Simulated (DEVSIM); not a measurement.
Device: Al0.15Ga0.85As/GaAs n-p heterojunction, at 400 K.

| layer (left to right) | material | thickness (μm) | Nd (cm⁻³) | Na (cm⁻³) | τn (s) | τp (s) |
|---|---|---|---|---|---|---|
| 1 | Al0.15Ga0.85As | 0.230 | 1.3e16 | - | 7.7e-10 | 7.7e-10 |
| 2 | GaAs | 8.30 | - | 4.1e16 | 7.7e-10 | 7.7e-10 |

Left contact: ohmic. Right contact: ohmic. Voltage is applied to the left contact. Recombination: SRH at mid-gap, radiative. Mobility is constant in doping.

Constants are typed, rounded textbook-type inputs, not results; the design itself was drawn at random and stands for no fabricated device. Values at 300 K; Nc and Nv go as T^1.5, mobilities as T to minus their exponent, the gap by Varshni's rule with the affinity fixed.

| parameter | Al0.15Ga0.85As | GaAs |
|---|---|---|
| gap (eV) | 1.611 | 1.424 |
| affinity (eV) | 3.9515 | 4.07 |
| permittivity | 12.47 | 12.9 |
| Nc (cm⁻³) | 5.6e17 | 4.7e17 |
| Nv (cm⁻³) | 9e18 | 9e18 |
| μn (cm²/Vs) | 5695 | 8500 |
| μp (cm²/Vs) | 282 | 400 |
| T exponent of μn | 2.1 | 2.1 |
| T exponent of μp | 2.2 | 2.2 |
| B (cm³/s) | 2e-10 | 2e-10 |
| Varshni α (eV/K) | 0.000541 | 0.000541 |
| Varshni β (K) | 204 | 204 |

DEVSIM, 1D drift-diffusion, Boltzmann statistics, complete ionisation; no tunnelling, impact ionisation, image-force lowering or self-heating. Band offsets follow the typed affinities; no thermionic-emission limit at abrupt steps, no polarisation charge.

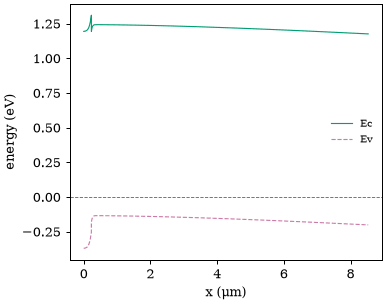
Band edges at -1.05 V on the left contact

Energies count from the Fermi level of the right contact; mesh points crowd at the junctions.

```
x (μm)    Ec (eV)  Ev (eV)  n (cm⁻³)  p (cm⁻³)  field (V/cm)
--------  -------  -------  --------  --------  ------------
0.000       1.195   -0.370    1.3e16     < 1e2           390
0.006838    1.195   -0.369    1.3e16    2.3e12           400
0.02192     1.196   -0.369    1.3e16    7.3e12           450
0.05863     1.198   -0.367    1.2e16    2.0e13           860
0.1569      1.226   -0.338    5.1e15    1.0e14          6500
0.2020      1.269   -0.295    1.4e15    4.0e14         13000
0.2210      1.298   -0.267    6.1e14    9.1e14         17000
0.2302      1.195   -0.182    9.8e15    1.1e16         18000
0.2375      1.206   -0.171    7.0e15    1.5e16         14000
0.2541      1.224   -0.153    4.2e15    2.5e16          7700
0.2961      1.240   -0.137    2.6e15    3.9e16          1400
0.4564      1.243   -0.134    2.3e15    4.3e16           -15
0.7695      1.242   -0.135    2.0e15    4.3e16           -25
1.560       1.240   -0.137    1.6e15    4.3e16           -44
4.546       1.219   -0.158    7.6e14    4.2e16           -91
6.841       1.196   -0.181    3.6e14    4.1e16          -110
7.844       1.185   -0.193    1.6e14    4.1e16          -110
8.241       1.180   -0.197    7.3e13    4.1e16          -120
8.445       1.178   -0.200    2.2e13    4.1e16          -120
8.498       1.177   -0.200    8.4e12    4.1e16          -120
8.519       1.177   -0.201    2.8e12    4.1e16          -120
8.530       1.177   -0.201      1100    4.1e16          -120
```
